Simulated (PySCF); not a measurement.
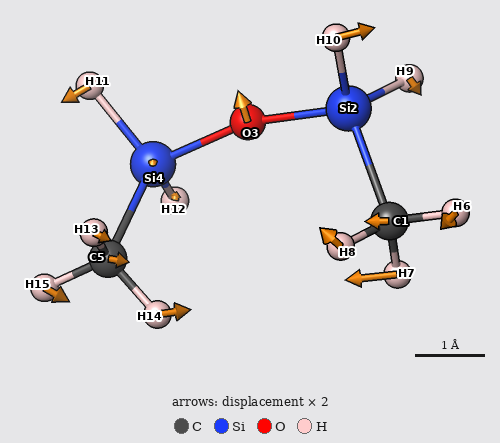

This is a relaxation of C₂H₁₀OSi₂. The starting structure is drawn; orange arrows show the displacements, magnified 2 times. The two geometries are superimposed by the best rigid fit.

A ball-and-stick model, seen at a tilt.

The start comes from GFN2-xTB.

Level of theory: PySCF, PBE0-D3(BJ)/def2-SVP geometry optimisation, gas phase. 

Q: Atoms of which element are displaced furthest, and by how much?

A: Hydrogen: up to 0.39 Å, against 0.25 Å for oxygen.

Q: Describe the change and its energy.

A: H7 moves most after the best rigid fit: 0.39 Å. Largest moves by element: H 0.39 Å, O 0.25 Å, C 0.19 Å, Si 0.05 Å. Some distances before and after: O3–Si4 1.622 → 1.658 Å, Si2–H9 1.464 → 1.495 Å, Si4–H12 1.465 → 1.497 Å, Si2–H10 1.465 → 1.493 Å. Bond angles that change, for instance: Si2–O3–Si4 164.8° → 150.1°, H9–Si2–H10 112.6° → 108.8°, H11–Si4–H12 112.5° → 108.9°. The energy falls by 0.172 eV in 10 geometry steps.
